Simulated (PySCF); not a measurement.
# C2H7BFN (SMILES F[BH-]1CC[NH2+]1): M06-2X/def2-SVP

Aim: the vertical ionisation energy of C2H7BFN at M06-2X/def2-SVP, from 2 runs. Input form: a Python script.

The results are computed with PySCF 2.14.0.

2 further runs of the same task are left out: 2 set aside as unsound or not needed.

## (1) The molecule

C2H7BFN: 12 atoms, total charge 0, spin state singlet. SMILES: `F[BH-]1CC[NH2+]1`. The coordinates come from a GFN2-xTB relaxation.

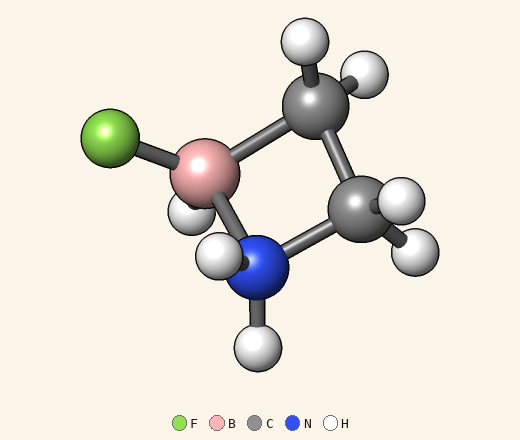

The structure, seen from a chosen angle (fluorine green, boron pink, carbon grey, nitrogen blue, hydrogen white).

## (2) A single-point energy at M06-2X/def2-SVP

File input.xyz:

```xyz
12
C2H7BFN
F     -1.832320    -1.232530    -0.319870
B     -1.150770    -0.147360     0.179550
C      0.214830    -0.447700     1.028720
C      0.993770     0.327600    -0.031660
N     -0.083680     0.327260    -1.045930
H     -1.859700     0.751260     0.480160
H      0.314010    -0.039930     2.029420
H      0.503290    -1.495320     1.058800
H      1.193360     1.352360     0.279550
H      1.921240    -0.120470    -0.396190
H     -0.006560    -0.458470    -1.684630
H     -0.207460     1.183300    -1.577900
```

File job.py:

```python
from pyscf import gto, dft

mol = gto.M(
    atom='input.xyz',
    charge=0,
    spin=0,
    basis='def2-svp',
    max_memory=1860,
    verbose=3,
)

myscf = dft.RKS(mol, xc='m06-2x')
myscf.conv_tol = 1e-10
myscf.grids.level = 4
myscf.kernel()
if not myscf.converged:
    myscf = myscf.newton().run(myscf.mo_coeff, myscf.mo_occ)

e_tot = myscf.e_tot
print(f'total energy: {e_tot:.8f} hartree')
```

Command:

```bash
$ OMP_NUM_THREADS=1 python job.py
```

The log of the run:

```text
converged SCF energy = -259.615240875088
total energy: -259.61524088 hartree
```

Wall time 49 s (1 thread of Arm Neoverse V1, shared host); peak memory 0.6 GiB.

## (3) The doublet cation

File calc.py:

```python
from pyscf import gto, dft

mol = gto.M(
    atom='''
F   -1.832320  -1.232530  -0.319870
B   -1.150770  -0.147360   0.179550
C    0.214830  -0.447700   1.028720
C    0.993770   0.327600  -0.031660
N   -0.083680   0.327260  -1.045930
H   -1.859700   0.751260   0.480160
H    0.314010  -0.039930   2.029420
H    0.503290  -1.495320   1.058800
H    1.193360   1.352360   0.279550
H    1.921240  -0.120470  -0.396190
H   -0.006560  -0.458470  -1.684630
H   -0.207460   1.183300  -1.577900
''',
    max_memory=1860,
    spin=1,
    basis='def2-svp',
    charge=1,
    verbose=4,
)

mf = dft.UKS(mol)
mf.xc = 'm06-2x'
mf.grids.level = 4
mf.conv_tol = 1e-10
mf.kernel()
if not mf.converged:
    mf = mf.newton().run(mf.mo_coeff, mf.mo_occ)

e_tot = mf.e_tot
print('Final energy', e_tot)
```

Command:

```bash
$ OMP_NUM_THREADS=1 python calc.py
```

The log of the run:

```text
PySCF version 2.14.0

[... 62 lines left out ...]
WARN: HOMO -0.318218078104997 >= LUMO -0.318218078104996
[... 66 lines left out ...]
converged SCF energy = -259.257690059057  <S^2> = 0.75548661  2S+1 = 2.0054791
Final energy -259.25769005905704
```

Run time: 2.2 min. Hardware: 1 thread of Arm Neoverse V1, shared host; peak memory 0.6 GiB.

## (4) Results

At M06-2X/def2-SVP:

| quantity | value |
| --- | --- |
| singlet C2H7BFN: total energy | -259.61524 Eh |
| singlet C2H7BFN: dipole moment | 4.76 D |
| singlet C2H7BFN: HOMO energy | -8.48 eV |
| singlet C2H7BFN: LUMO energy | 1.77 eV |
| singlet C2H7BFN: HOMO–LUMO gap | 10.25 eV |
| doublet cation: total energy | -259.25769 Eh |
| doublet cation: HOMO energy (highest over α and β) | -16.40 eV |
| doublet cation: LUMO energy (lowest over α and β) | -11.03 eV |
| doublet cation: ⟨S²⟩ | 0.755 |
| vertical ionisation energy (to the doublet cation) | 9.729 eV |

**Reading.** The vertical ionisation energy comes to 9.73 eV (939 kJ/mol). −ε(HOMO) before ionisation, 8.48 eV, is 1.25 eV below this ionisation energy. Mulliken charges (singlet C2H7BFN) run from -0.23 on F1 to +0.18 on B2; they depend strongly on the basis.
